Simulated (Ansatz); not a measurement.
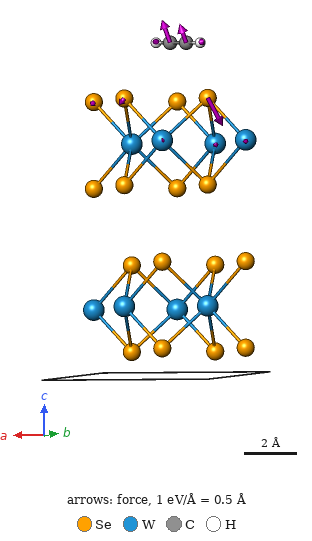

Starting geometry of a slab of composition HW₄CSe₈ (cut from the P6_3/mmc phase) with the computed forces as purple arrows. Style: ball-and-stick. Shown: the cell of the calculation, outlined in the plane, without the vacuum (origin shifted), from a free direction.

Case: 1 C2H2 a cell, tilted, over a hollow Se-Se-Se site. The slab is the (0 0 1) face of WSe2 with C2H2 on it. 12 atoms are held fixed.

Method: DFT PBE+D3(BJ), scalar-relativistic, plane waves, PAW in Ansatz 0.2.0. Settings: plane-wave cutoff 420 eV; k-point mesh 3 × 3 × 1; occupations gaussian; smearing width 0.05 eV; no spin polarisation; dipole correction; atoms relaxed in a fixed cell; force threshold 0.04 eV/Å; at most 100 steps.

### Is this structure relaxed? If not, where do the atoms go?

It isn't relaxed: the largest force vector, on a Se atom, is 2.53 eV/Å. The final displacements follow the starting forces only in part (cosine between the two patterns 0.45). Over 16 geometry steps the energy falls by 1.337 eV per cell of the calculation. Largest force component: 2.2 eV/Å at the start, 0.0074 eV/Å at the end. An H atom moves most: 1.74 Å at 40° to the normal (+c side). Largest moves by element: H 1.74 Å, C 1.44 Å, Se 0.01 Å, W 0.01 Å. The cell doesn't change. Some distances before and after: C–Se 2.600 → 3.980 Å, C–Se 2.460 → 3.579 Å, C–H 1.058 → 1.071 Å.

Limits of the set-up: the periodic images lie only 6.6 Å apart, so the values are limited by the cell's size.
